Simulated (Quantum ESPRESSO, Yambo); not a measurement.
# SnO2 (Cassiterite): G0W0 on several meshes in Yambo, part 2 of 2

Aim: the GW shift of SnO2 (Cassiterite) against the k mesh.

Quantum ESPRESSO 7.5 and Yambo 5.3.0; PBE and many-body steps on it, plane waves. Known limits of the many-body steps: not at the basis limit; no spin-orbit coupling; coarse k mesh.

So far. Step 4 (4×4×4): The gap on the mesh goes from 1.29 eV to 2.73 eV, a correction of +1.44 eV. Step 5 (Empty states on the mesh, 2×2×4 mesh, 121 bands): On this mesh the gap is 1.289 eV.

### Step 7. 2×2×4

This step: G0W0 on PBE, plane waves, norm-conserving pseudopotentials.

Input file gw11.in:

```
HF_and_locXC
gw0
dyson
ppa
em1d
rim_cut
RandQpts= 1000000
RandGvec= 1 RL
EXXRLvcs= 84 Ry
VXCRLvcs= 336 Ry
Chimod= "HARTREE"
% BndsRnXp
 1 | 121 |
%
NGsBlkXp= 9 Ry
% LongDrXp
 1 | 1 | 1 |
%
% GbndRnge
 1 | 121 |
%
DysSolver= "n"
ExtendOut
PPAPntXp= 27.21138 eV
% QPkrange
 1 | 1 | 33 | 36 |
%
```

On the command line:

```bash
OMP_NUM_THREADS=1 mpirun -n 4 yambo -F gw11.in -J gw11 -C gw11 > gw11.log
```

What it wrote:

```text
 Yambo, version 5.3.0

 [02] CORE Variables Setup
 =========================

  [... cell, symmetries and grids as in the set-up ...]

  [02.05] Energies & Occupations
  ==============================

  [X] === General ===
  [X] Electronic Temperature                        :  0.000000  0.000000 [eV K]
  [X] Bosonic    Temperature                        :  0.000000  0.000000 [eV K]
  [X] Finite Temperature mode                       : no
  [X] El. density                                   :  0.95062E+24 [cm-3]
  [X] Fermi Level                                   :  11.24816 [eV]

  [X] === Gaps and Widths ===
  [X] Conduction Band Min                           :  1.288875 [eV]
  [X] Valence Band Max                              :  0.000000 [eV]
  [X] Filled Bands                                  :   34
  [X] Empty Bands                                   :   35  121
  [X] Direct Gap                                    :  1.288875 [eV]
  [X] Direct Gap localized at k                     :  1
  [X] Indirect Gap                                  :  1.288875 [eV]
  [X] Indirect Gap between kpts                     :  1  1
  [X] Last valence band width                       :  1.252528 [eV]
  [X] 1st conduction band width                     :  5.193998 [eV]

 [03] Transferred momenta grid and indexing
 ==========================================

 IBZ Q-points                                      :   9
 BZ  Q-points                                      :  16

 K/Q-points units:
 rlu = crystal or reduced units; cc = cartesian coordinates; iku = interal k-units

 Q [1]          [rlu]:  0.000000  0.000000  0.000000
 Q [2]          [rlu]:  0.000000  0.000000  0.250000
 Q [3]          [rlu]:  0.000000  0.000000 -0.500000
[...]
================================================

 [VXC] Plane waves :   50163
 [EXS] Plane waves :   6281

 QP @ state[ 1 ] K range:  1  1
 QP @ state[ 1 ] b range:   33   36

 [xc] Functional : Perdew, Burke & Ernzerhof(X)+Perdew, Burke & Ernzerhof(C)
 [xc] LIBXC used to calculate xc functional
  PP Number of Atomic Species                      :  2
  NLCC RL compoments                               :   50163
  PP Number of Atomic Species                      :  2
  NLCC RL compoments                               :   50163

 [xc] E_xc :  -50.05723 [Ha]
      E_xc :  -100.1145 [Ry]

  Local XC kind (lXC) : Perdew, Burke & Ernzerhof(X)+Perdew, Burke & Ernzerhof(C)
  Non-Local XC kind (nlXC) : Hartree-Fock

  Corrections @ K [1] :  [eV]
 <33|nlXC|33> = -25.37328 -0.11837E-16 <33|lXC|33> = -19.98350 -0.36871E-22
 <34|nlXC|34> = -25.96585 -0.37835E-17 <34|lXC|34> = -20.31716 -0.20994E-22
 <35|nlXC|35> = -12.28510  0.18778E-17 <35|lXC|35> = -16.49541 -0.75536E-15
 <36|nlXC|36> = -10.63363 -0.83701E-18 <36|lXC|36> = -16.29272  0.47201E-16

 [08] Dyson equation: Newton solver
 ==================================

  [08.01] G0W0 (W PPA)
  ====================

  [  GW  ] Bands range     :    1  121
  [GW/PPA] G damping       :  0.100000 [eV]

  QP @ state[ 1 ] K range:  1  1
  QP @ state[ 1 ] b range:   33   36

   Sc/G bands                                       :    1  121
   Sc/G damping                                     :  0.100000 ev
   Sc bands terminator                              : no
   Sx RL components                                 :   6281

   QP @ state[ 1 ] K range                          :  1  1
   QP @ state[ 1 ] b range                          :   33   36
   GF energies kind                                 : Perdew, Burke & Ernzerhof(X)+Perdew, Burke & Ernzerhof(C)
   GF WF`s kind                                     : Perdew, Burke & Ernzerhof(X)+Perdew, Burke & Ernzerhof(C)
   Xs energies kind                                 : Perdew, Burke & Ernzerhof(X)+Perdew, Burke & Ernzerhof(C)
   Xs WF`s kind                                     : Perdew, Burke & Ernzerhof(X)+Perdew, Burke & Ernzerhof(C)

 [11] Game Over & Game summary
```

Elapsed: 47 s, on 4 MPI ranks of Arm Neoverse V1, shared host; peak memory 2.3 GiB; 3 min of CPU time.

Numbers from this step:

| Item | Value |
| --- | --- |
| G0W0 gap on the points computed | 2.643 eV |
| starting gap on the mesh | 1.289 eV |
| k of the valence top | 0, 0, 0 |
| k of the conduction bottom | 0, 0, 0 |
| least direct G0W0 gap on the computed points | 2.643 eV |
| Z at the valence top | 0.7872 |
| Z at the conduction bottom | 0.8377 |

Against G0W0 in Yambo (4×4×4 mesh, 121 bands, screening to 122.5 eV, Godby-Needs plasmon pole), the gap moves by −0.083 eV.

### Step 8. Empty states on the mesh, 4×4×6 mesh, 121 bands

This step: Quantum ESPRESSO 7.5; DFT, PBE, plane waves, norm-conserving pseudopotentials.

Input file pw.in:

```
&control
  calculation = 'nscf'
  prefix = 'x'
  outdir = 'o'
  pseudo_dir = 'pseudo'
/
&system
  ibrav = 0
  nat = 6
  ntyp = 2
  ecutwfc = 84.0
  nbnd = 121
  force_symmorphic = .true.
/
&electrons
  conv_thr = 1e-9
  electron_maxstep = 80
  diago_full_acc = .true.
  diago_thr_init = 5e-6
/
ATOMIC_SPECIES
  Sn 118.71 Sn.upf
  O 15.999 O.upf
CELL_PARAMETERS angstrom
  4.7380000000 0.0000000000 0.0000000000
  0.0000000000 4.7380000000 0.0000000000
  0.0000000000 0.0000000000 3.1865000000
ATOMIC_POSITIONS crystal
  Sn 0.0000000000 0.0000000000 0.0000000000
  Sn 0.5000000000 0.5000000000 0.5000000000
  O 0.3071000000 0.3071000000 0.0000000000
  O 0.1929000000 0.8071000000 0.5000000000
  O 0.6929000000 0.6929000000 0.0000000000
  O 0.8071000000 0.1929000000 0.5000000000
K_POINTS automatic
  4 4 6 0 0 0
```

On the command line:

```bash
OMP_NUM_THREADS=1 mpirun -n 4 pw.x -nk 4 -in pw.in > pw.out
```

What it wrote:

```text
[banner, memory and clock lines left out]
Program PWSCF v.7.5 starts

     Atomic positions and unit cell read from directory:
     o/x.save/

     Message from routine setup:
     using ibrav=0 with symmetry is DISCOURAGED, use correct ibrav instead

     G-vector sticks info

     bravais-lattice index     =            0
     lattice parameter (alat)  =       8.9535  a.u.
     unit-cell volume          =     482.7259 (a.u.)^3
     number of atoms/cell      =            6
     number of atomic types    =            2
     number of electrons       =        68.00
[...]
[... 4 further rows ...]
[...]
72.1700

          k = 0.0000 0.0000 0.4956 (  6270 PWs)   bands (ev):

  -116.6530-116.6529 -72.4819 -72.4819 -72.4386 -72.4385 -72.4376 -72.4375
[...]
44.1950  45.6552  46.3481  46.3481  47.8520  48.2856  48.8976  48.8976
     [... 4 further rows ...]
    66.4296  66.5989  67.4913  67.8695  67.8695  68.9874  70.1323  70.1324
    70.4414

          k = 0.0000 0.0000-0.7434 (  6274 PWs)   bands (ev):

     [... further k-points ...]

     highest occupied, lowest unoccupied level (ev):    11.2482   12.5370

     XML data file, pseudopotentials, collected wavefunctions
```

Run time: 46 s. Hardware: 4 MPI ranks; peak memory 0.49 GiB; 3.1 min of CPU time.

Numbers from this step:

```yaml
gap: 1.289 eV
k_of_the_valence_top: 0, 0, 0
k_of_the_conduction_bottom: 0, 0, 0
least_direct_gap: 1.289 eV
k_points_computed: 28
lowest_point_of_the_top_converged_band_above_the_valence_top: 58.2650 eV
```

On this mesh the gap is 1.289 eV.

### Step 9. Conversion and set-up

This step: Yambo 5.3.0; conversion and set-up on PBE, plane waves, norm-conserving pseudopotentials.

On the command line:

```bash
(cd o/x.save; p2y > p2y.log; mv SAVE ../..); yambo > setup.log
```

What it wrote:

```text
 Yambo, version 5.3.0

 [02] CORE Variables Setup
 =========================

  [02.01] Unit cells
  ==================

  Cell kind             :  Unknown
  Atoms in the cell     :  Sn  O
  number of Sn atoms    :  2
  number of O  atoms    :   4

  List of atomic masses
  Mass of Sn    :  118.7100
  Mass of O     :  15.99900

  List of atomic coordinates    : [cc]
  Sn1       :  0.000000  0.000000  0.000000  order 1
  Sn2       :  4.476761  4.476761  3.010806  order 2
  O1       :  2.749627  2.749627  0.000000  order 3
  O2       :  1.727134  7.226388  3.010806  order 4
[...]
K/Q-points units:
 rlu = crystal or reduced units; cc = cartesian coordinates; iku = interal k-units

 Q [ 1]         [rlu]:  0.000000  0.000000  0.000000
 Q [ 2]         [rlu]:  0.000000  0.000000  0.166667
 Q [ 3]         [rlu]:  0.000000  0.000000  0.333333
[...]
Q [ 8]         [rlu]:  0.000000  0.250000 -0.500000
 Q [ 9]         [rlu]:  0.000000 -0.500000  0.000000
 Q [10]         [rlu]:  0.000000 -0.500000  0.166667
     [... 16 further rows ...]
 Q [27]         [rlu]: -0.250000  0.250000 -0.333333
 Q [28]         [rlu]: -0.250000  0.250000  0.500000

  [03.01] X indexes
  =================

   [03.01.01] Sigma indexes
   ========================

 [06] Game Over & Game summary
```

Run time: 3.3 s. Hardware: 1 MPI rank; peak memory 0.26 GiB.

### Step 10. 4×4×6

This step: G0W0 on PBE, plane waves, norm-conserving pseudopotentials.

Input file gw12.in:

```
HF_and_locXC
gw0
dyson
ppa
em1d
rim_cut
RandQpts= 1000000
RandGvec= 1 RL
EXXRLvcs= 84 Ry
VXCRLvcs= 336 Ry
Chimod= "HARTREE"
% BndsRnXp
 1 | 121 |
%
NGsBlkXp= 9 Ry
% LongDrXp
 1 | 1 | 1 |
%
% GbndRnge
 1 | 121 |
%
DysSolver= "n"
ExtendOut
PPAPntXp= 27.21138 eV
% QPkrange
 1 | 1 | 33 | 36 |
%
```

On the command line:

```bash
OMP_NUM_THREADS=1 mpirun -n 4 yambo -F gw12.in -J gw12 -C gw12 > gw12.log
```

What it wrote:

```text
 Yambo, version 5.3.0

 [02] CORE Variables Setup
 =========================

  [... cell, symmetries and grids as in the set-up ...]

  [02.05] Energies & Occupations
  ==============================

  [X] === General ===
  [X] Electronic Temperature                        :  0.000000  0.000000 [eV K]
  [X] Bosonic    Temperature                        :  0.000000  0.000000 [eV K]
  [X] Finite Temperature mode                       : no
  [X] El. density                                   :  0.95062E+24 [cm-3]
[...]
Sx RL components                                 :   6281

   QP @ state[ 1 ] K range                          :  1  1
   QP @ state[ 1 ] b range                          :   33   36
   GF energies kind                                 : Perdew, Burke & Ernzerhof(X)+Perdew, Burke & Ernzerhof(C)
   GF WF`s kind                                     : Perdew, Burke & Ernzerhof(X)+Perdew, Burke & Ernzerhof(C)
   Xs energies kind                                 : Perdew, Burke & Ernzerhof(X)+Perdew, Burke & Ernzerhof(C)
   Xs WF`s kind                                     : Perdew, Burke & Ernzerhof(X)+Perdew, Burke & Ernzerhof(C)

 [11] Game Over & Game summary
```

The job ended after 12 min (4 MPI ranks; peak memory 4.9 GiB).

This step gave:

```yaml
g0w0_gap_on_the_points_computed: 2.730 eV
starting_gap_on_the_mesh: 1.289 eV
k_of_the_valence_top: 0, 0, 0
k_of_the_conduction_bottom: 0, 0, 0
least_direct_g0w0_gap_on_the_computed_points: 2.730 eV
```

Against G0W0 in Yambo (4×4×4 mesh, 121 bands, screening to 122.5 eV, Godby-Needs plasmon pole), the gap moves by +0.004 eV.

### Step 11. Side by side

Times are wall times on 4 MPI ranks of Arm Neoverse V1, shared host, good to a factor of about two.

```tsv
run	mesh	bands	screening cutoff (eV)	DFT gap (eV)	gap on the mesh (eV)	direct (eV)	time
4×4×4	4×4×4	121	122.5	1.289	2.727	2.727	6.1 min
2×2×4	2×2×4	121	122.5	1.289	2.643	2.643	47 s
4×4×6	4×4×6	121	122.5	1.289	2.730	2.730	12 min
```

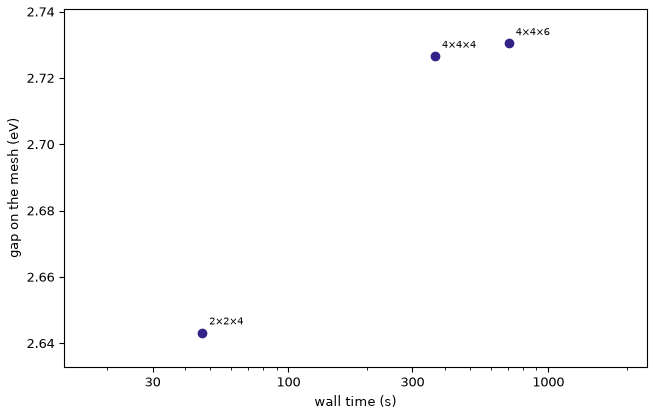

Result against wall time.

### Step 12. What came out

| Item | Value |
| --- | --- |
| 4×4×4 | 2.727 eV |
| 2×2×4 | 2.643 eV |
| 4×4×6 | 2.730 eV |
| known limits | not at the basis limit; no spin-orbit coupling; coarse k mesh |

2×2×4: −0.083 eV against 4×4×4. 4×4×6: +0.004 eV against 4×4×4. Bands and cutoff are finite, so the gap is not at the basis limit. The miss can reach some tenths of an eV and take either sign; the mesh is an error of its own. In the G0W0 runs levels were corrected at 1 k point alone, so a gap called «on the mesh» is the least over those, and an edge elsewhere would be missed. The 4×4×4 mesh is coarse for this cell, which bears on the long-range parts of exchange and screening. The many-body steps are scalar-relativistic: spin-orbit coupling is not in them.

[Paths, hosts, dates, memory and timing lines, banners, echoed tables and standing remarks are left out of the program output.]

[Logs are printed without paths, hosts, clocks, repeated set-up lines and the standing remarks that a program may print on its own settings, such as how far it seeks lower states.]

[Runs of the session that timed out or met a known fault of the program may be left out.]

[Hosts, paths, dates, database ids (printed as entryN), source tags and the programs' standing remarks are cut or masked in the printed files.]
